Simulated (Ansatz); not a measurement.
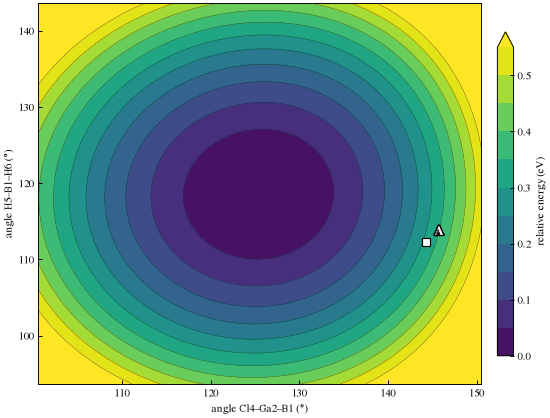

BClFGaH2, SMILES [BH2][Ga]([F])[Cl]. First axis: angle Cl4–Ga2–B1. Second axis: angle H5–B1–H6. Nothing is relaxed (all other coordinates rigid). The scan uses a 9 × 9 grid. Points are written as (first, second). Energies: eV, counted from the lowest grid point. All numbers below come from RHF/def2-TZVP in Ansatz.

The picture shows filled contours, one colour for all values above the top of the scale, the point A. Between grid points the surface is interpolated.

> Which way does the force act at A, and how strong is it?

A, at (144.3°, 112.3°), is not a stationary point. The computed force is 0.033 eV for each degree towards smaller values of angle Cl4–Ga2–B1 and 0.0095 eV for each degree towards larger values of angle H5–B1–H6.
